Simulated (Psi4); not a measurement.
# UB3LYP/6-31G(d) (Cartesian functions) run of CF3 (trifluoromethyl radical)

Aim: the energy change on altering one bond length of CF3 (trifluoromethyl radical) at UB3LYP/6-31G* (Cartesian functions), from 2 runs. 

Program for the calculation: Psi4 1.11.

2 further runs of the same task are left out: 2 that didn't finish.

## (1) The molecule

CF3: 4 atoms, total charge 0, spin state doublet. As SMILES, `F[C](F)F`. The shape is that of a PBE0-D4/def2-TZVP optimisation.

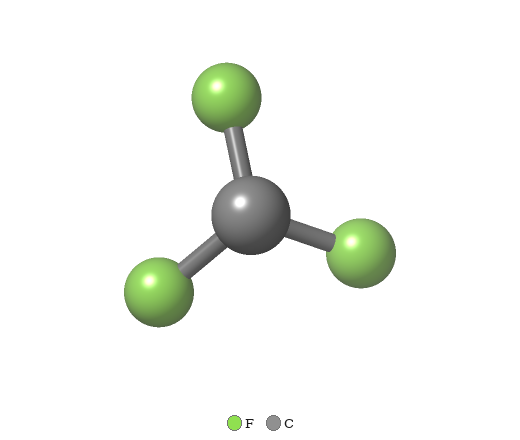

Viewed from a chosen angle; fluorine green, carbon grey.

## (2) Energy and gradient at UB3LYP/6-31G(d) (Cartesian functions)

Input file calc.dat:

```
memory 1600 mb

molecule m {
  0 2
  F     -1.227500     0.024900     0.265400
  C     -0.039500    -0.059500    -0.286700
  F      0.658900    -1.044900     0.227300
  F      0.608100     1.079500    -0.205900
  symmetry c1
  no_reorient
  no_com
}

set basis 6-31G*
set reference uks
set puream false
set e_convergence 1e-09
set d_convergence 1e-08
set scf_type pk
set dft_radial_points 99
set dft_spherical_points 590
set maxiter 100

e, wfn = gradient('b3lyp', return_wfn=True)
oeprop(wfn, 'MULLIKEN_CHARGES', 'QUADRUPOLE', 'LOWDIN_CHARGES')
print_variables()
```

Run with:

```sh
$ psi4 -i calc.dat -o calc.out -n 1
```

calc.out, shortened:

```text
[...]
  Running in c1 symmetry.
[...]
  Nuclear repulsion =  124.596026532847389
[...]
  Multiplicity = 2
[...]
  Nalpha       = 17
  Nbeta        = 16
[...]
    Number of basis functions: 60
[...]
   @UKS iter   1:  -337.50311302929697   -1.48524e-01   6.69588e-03 DIIS/ADIIS
[...]
   @UKS iter  11:  -337.55043350468941   -1.08002e-12   2.72777e-09 DIIS
[...]
   @S^2 Observed:                7.513681758E-01
[...]
    Orbital Energies [Eh]
    ---------------------
    Alpha Occupied:
       1A    -24.754549     2A    -24.754510     3A    -24.754493
       4A    -10.433456     5A     -1.337838     6A     -1.251660
       7A     -1.251598     8A     -0.707729     9A     -0.609502
      10A     -0.609476    11A     -0.575954    12A     -0.483075
      13A     -0.483059    14A     -0.451192    15A     -0.451161
      16A     -0.424386    17A     -0.255811
    Alpha Virtual:
      18A      0.192419    19A      0.195828    20A      0.195922
      21A      0.463469    22A      0.480794    23A      0.480822
      24A      0.507828    25A      1.041479    26A      1.041505
[...]
  @UKS Final Energy:  -337.55043350468941
   => Energetics <=
    Nuclear Repulsion Energy =            124.5960265328473895
    One-Electron Energy =                -716.2054976232165018
    Two-Electron Energy =                 283.8063929471079518
    DFT Exchange-Correlation Energy =     -29.7473553614282871
    Empirical Dispersion Energy =           0.0000000000000000
    VV10 Nonlocal Energy =                  0.0000000000000000
    Total Energy =                       -337.5504335046894084
[...]
  -Total Gradient:
     Atom            X                  Y                   Z
    ------   -----------------  -----------------  -----------------
       1        0.013568477849    -0.000896564865    -0.006156553571
       2        0.001771052269     0.002532469059     0.012655455427
       3       -0.007968002138     0.011372386931    -0.005756376219
       4       -0.007384177286    -0.013004791230    -0.000755053031
[...]
 Multipole Moments:
 ------------------------------------------------------------------------------------
     Multipole            Electronic (a.u.)      Nuclear  (a.u.)        Total (a.u.)
 ------------------------------------------------------------------------------------
 L = 1.  Multiply by 2.5417464519 to convert [e a0] to [Debye]
 Dipole X            :         -0.2336713            0.2239325           -0.0097388
 Dipole Y            :         -0.3523423            0.3373161           -0.0150262
 Dipole Z            :         -1.6982048            1.6270542           -0.0711506
 Magnitude           :                                                    0.0733692
 L = 2.  Multiply by 1.3450342976 to convert [e a0^2] to [Debye ang]
 Quadrupole XX       :        -89.2088037           74.2980790          -14.9107247
 Quadrupole XY       :          1.9859839           -1.9617544            0.0242295
[...]
  Mulliken Charges: (a.u.)
   Center  Symbol    Alpha    Beta     Spin     Total
       1     F     4.63862  4.57482  0.06379 -0.21344
       2     C     3.08420  2.27557  0.80863  0.64022
       3     F     4.63856  4.57477  0.06379 -0.21334
       4     F     4.63861  4.57483  0.06378 -0.21344
   Total alpha = 17.00000, Total beta = 16.00000, Total charge = -0.00000
  Lowdin Charges: (a.u.)
   Center  Symbol    Alpha    Beta     Spin     Total
       1     F     4.59709  4.50490  0.09219 -0.10199
       2     C     3.20842  2.48407  0.72435  0.30751
[...]
```

It took 34 s on 1 thread of AMD EPYC (Zen 3), shared host; peak memory 0.59 GiB.

## (3) The distorted shape, same level

Input file cf3.json:

```json
{
  "schema_name": "qcschema_input",
  "schema_version": 1,
  "molecule": {
    "schema_name": "qcschema_molecule",
    "schema_version": 2,
    "symbols": ["F", "C", "F", "F"],
    "geometry": [-2.65630487, 0.07097244, 0.6579913, -0.07464418, -0.1124387, -0.54178448, 1.24514054, -1.97457483, 0.42953475, 1.14914246, 2.03995935, -0.38909461],
    "molecular_charge": 0,
    "molecular_multiplicity": 2,
    "fix_symmetry": "c1",
    "fix_com": true,
    "fix_orientation": true
  },
  "driver": "gradient",
  "model": {
    "method": "b3lyp",
    "basis": "6-31G*"
  },
  "keywords": {
    "reference": "uks",
    "puream": false,
    "e_convergence": 1e-09,
    "d_convergence": 1e-08,
    "scf_type": "pk",
    "dft_radial_points": 99,
    "dft_spherical_points": 590,
    "maxiter": 100,
    "scf_properties": ["QUADRUPOLE", "LOWDIN_CHARGES", "DIPOLE"]
  }
}
```

Run with:

```sh
$ psi4 --qcschema cf3.json -n 1 --memory 1600MB
```

stdout, shortened:

```text
[...]
  Running in c1 symmetry.
[...]
  Nuclear repulsion =  118.958736344930969
[...]
  Multiplicity = 2
[...]
  Nalpha       = 17
  Nbeta        = 16
[...]
    Number of basis functions: 60
[...]
   @UKS iter   1:  -337.47501420891433   -3.52345e-01   7.19741e-03 DIIS/ADIIS
[...]
   @UKS iter  13:  -337.53432364055794   -7.38964e-13   5.05095e-09 DIIS
[...]
   @S^2 Observed:                7.517580044E-01
[...]
  @UKS Final Energy:  -337.53432364055794
   => Energetics <=
    Nuclear Repulsion Energy =            118.9587363449309692
    One-Electron Energy =                -705.1044697779868784
    Two-Electron Energy =                 278.2820606897965945
    DFT Exchange-Correlation Energy =     -29.6706508972985716
    Empirical Dispersion Energy =           0.0000000000000000
    VV10 Nonlocal Energy =                  0.0000000000000000
    Total Energy =                       -337.5343236405579432
[...]
 Multipole Moments:
 ------------------------------------------------------------------------------------
     Multipole            Electronic (a.u.)      Nuclear  (a.u.)        Total (a.u.)
 ------------------------------------------------------------------------------------
 L = 1.  Multiply by 2.5417464519 to convert [e a0] to [Debye]
 Dipole X            :          3.1407722           -2.8060619            0.3347103
 Dipole Y            :         -0.5780507            0.5525804           -0.0254703
 Dipole Z            :         -3.1978006            3.0351761           -0.1626246
 Magnitude           :                                                    0.3729966
 L = 2.  Multiply by 1.3450342976 to convert [e a0^2] to [Debye ang]
 Quadrupole XX       :       -104.9313234           89.3751608          -15.5561626
 Quadrupole XY       :          2.7025143           -2.6761360            0.0263784
[...]
  -Total Gradient:
     Atom            X                  Y                   Z
    ------   -----------------  -----------------  -----------------
       1       -0.073699403288     0.004308629614     0.029604887272
       2        0.061384354051    -0.003852105340    -0.025616497859
       3        0.006181037864    -0.001435088048    -0.001752314688
       4        0.006135830893     0.000983106307    -0.002214617566
[...]
```

The result, in JSON:

```text
{
 "driver": "gradient",
 "model": {
  "method": "b3lyp",
  "basis": "6-31G*"
 },
 "success": true,
 "return_result": [-0.07369940328771654, 0.004308629614475633, 0.029604887271502026, 0.061384354050796924, -0.0038521053397665983, -0.025616497859038273, 0.006181037864414235, -0.0014350880482198458, -0.0017523146883041407, 0.006135830893346544, 0.000983106306828463, -0.0022146175660862615],
 "properties": {
  "calcinfo_nbasis": 60,
  "calcinfo_nmo": 60,
  "calcinfo_nalpha": 17,
  "calcinfo_nbeta": 16,
  "calcinfo_natom": 4,
  "nuclear_repulsion_energy": 118.95873634493097,
  "return_energy": -337.53432364055794,
  "return_gradient": [-0.07369940328771654, 0.004308629614475633, 0.029604887271502026, 0.061384354050796924, -0.0038521053397665983, -0.025616497859038273, 0.006181037864414235, -0.0014350880482198458, -0.0017523146883041407, 0.006135830893346544, 0.000983106306828463, -0.0022146175660862615],
  "scf_one_electron_energy": -705.1044697779869,
  "scf_two_electron_energy": 278.2820606897966,
  "scf_xc_energy": -29.67065089729857,
  "scf_dipole_moment": [0.33471028871721487, -0.02547029243016974, -0.1626245547365177],
  "scf_total_energy": -337.53432364055794,
  "scf_total_gradient": [-0.07369940328771654, 0.004308629614475633, 0.029604887271502026, 0.061384354050796924, -0.0038521053397665983, -0.025616497859038273, 0.006181037864414235, -0.0014350880482198458, -0.0017523146883041407, 0.006135830893346544, 0.000983106306828463, -0.0022146175660862615],
  "scf_iterations": 13
 }
}
```

Wall time 36 s (1 thread of AMD EPYC (Zen 3), shared host); peak memory 0.59 GiB.

## (4) Results

Level: UB3LYP/6-31G* (Cartesian functions).

| quantity | value |
| --- | --- |
| first shape: total energy | -337.55043 Eh |
| first shape: dipole moment | 0.19 D |
| first shape: HOMO energy (highest over α and β) | -6.96 eV |
| first shape: LUMO energy (lowest over α and β) | -2.17 eV |
| first shape: ⟨S²⟩ | 0.751 |
| first shape: largest force on an atom | 0.773 eV/Å |
| distorted shape: total energy | -337.53432 Eh |
| distorted shape: dipole moment | 0.95 D |
| distorted shape: HOMO energy (highest over α and β) | -7.64 eV |
| distorted shape: LUMO energy (lowest over α and β) | -2.93 eV |
| distorted shape: ⟨S²⟩ | 0.752 |
| distorted shape: largest force on an atom | 4.090 eV/Å |
| energy change with the F1–C2 bond stretched from 1.313 to 1.510 Å | 0.438 eV |

**Reading.** With the F1–C2 bond stretched from 1.313 to 1.510 Å the energy rises by 0.44 eV (42.3 kJ/mol). The first shape isn't relaxed at this level, so the change isn't measured from a minimum. The largest force (first shape) is 0.77 eV/Å: the shape isn't a stationary point for this species at this level. Mulliken charges (first shape) run from -0.21 on F1 to +0.64 on C2.
